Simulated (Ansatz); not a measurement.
**H₂F (doublet): wave-function methods side by side at distance H1–H2 along a hydrogen transfer = 1.236 Å, cc-pVTZ**

How much of the correlation energy of H₂F (doublet) does each wave-function method recover here?

Program: Ansatz 0.2.0, Gaussian basis. Level of theory: cc-pVTZ, core rule «outside noble gas», up to 1 orbitals frozen. These are calculated values, not measurements.

To be run: UHF; CCSD(T) on ROHF; CCSD(T) on UHF; BCCD(T) on ROHF; CISD; CCSDT(Q) on ROHF; CCSDT(Q) on UHF; CASSCF and NEVPT2, 3 electrons in 3 orbitals; CASSCF and MRCISD+Q, 9 electrons in 6 orbitals; CASSCF and NEVPT2, 9 electrons in 6 orbitals.

4 further runs of the same task are left out: 4 that didn't finish.

## Step 1: What is computed

The geometry derives from fragments relaxed apart (PBE0/def2-TZVP) and kept rigid, so it is no stationary point. A hydrogen atom is moved between rigid fragments.

3 atoms, charge 0, spin multiplicity 2.

Atoms are counted from 1 here; the program's logs count them from 0.

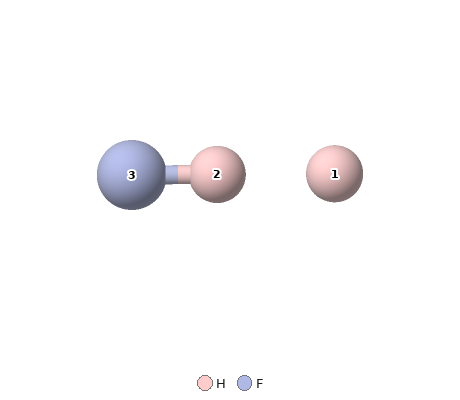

The structure; hydrogen pink, fluorine light blue; atoms are numbered from 1 in the order of the file.

## Step 2: UHF

in.yaml

```yaml
crystal:
  periodic: [false, false, false]
  atoms:
    - {symbol: H, position_ang: [0.000000, 0.000000, -1.124000]}
    - {symbol: H, position_ang: [0.000000, 0.000000, 0.112000]}
    - {symbol: F, position_ang: [0.000000, 0.000000, 1.012000]}
basis:
  gaussian: {orbitals: cc-pVTZ}
magnetization: {spin_polarized: true, initial_magnetization: 1}
hamiltonian: {xc: hf}
output: {orbitals: {seedname: orbitals}}
```

Started as:

```bash
> ansatz run in.yaml --threads 1 --pin off --events-out ev --progress --plain --max-ram 2393MiB
```

The runs that follow: CCSD(T) on ROHF; CCSD(T) on UHF; BCCD(T) on ROHF; CISD; CCSDT(Q) on ROHF; CCSDT(Q) on UHF; CASSCF and NEVPT2, 3 electrons in 3 orbitals; CASSCF and MRCISD+Q, 9 electrons in 6 orbitals; CASSCF and NEVPT2, 9 electrons in 6 orbitals.

Before running them: what should the planned runs give, taken together? Wanted: UCCSDT(Q) below the RHF energy; RMP2 from UCCSDT(Q); UMP2 from UCCSDT(Q); RCCSD from UCCSDT(Q); RCCSD(T) from UCCSDT(Q); UCCSD(T) from UCCSDT(Q); RCCSDT(Q) from UCCSDT(Q); NEVPT2 pair from UCCSDT(Q); NEVPT2 valence from UCCSDT(Q).

As calculated:

| quantity | value |
| --- | --- |
| UCCSDT(Q) below the RHF energy | -7.7762 eV |
| RMP2 from UCCSDT(Q) | +25.9 kJ/mol |
| UMP2 from UCCSDT(Q) | +25.8 kJ/mol |
| RCCSD from UCCSDT(Q) | +18.4 kJ/mol |
| RCCSD(T) from UCCSDT(Q) | +0.8 kJ/mol |
| UCCSD(T) from UCCSDT(Q) | +0.8 kJ/mol |
| RCCSDT(Q) from UCCSDT(Q) | +0.1 kJ/mol |
| NEVPT2 pair from UCCSDT(Q) | +27.9 kJ/mol |
| NEVPT2 valence from UCCSDT(Q) | +80.7 kJ/mol |
| MRCISD+Q valence from UCCSDT(Q) | +8.6 kJ/mol |
| levels within 1 kcal/mol (43 meV) | RCCSD(T), UCCSD(T), BCCD(T), RCCSDT, UCCSDT, RCCSDT(Q) |
| T1 diagnostic | 0.012 |
| effectively unpaired electrons | 1.00 |

In words: RCCSD(T) misses by +0.8 kJ/mol, 0.1 % of the correlation energy. One determinant dominates. Of the multireference levels listed MRCISD+Q valence comes nearest in total energy (+8.6 kJ/mol), which doesn't show that its space is the better one. These misses are within one basis, not against nature; the frozen cores of restricted and unrestricted runs differ, which can shift their rows.
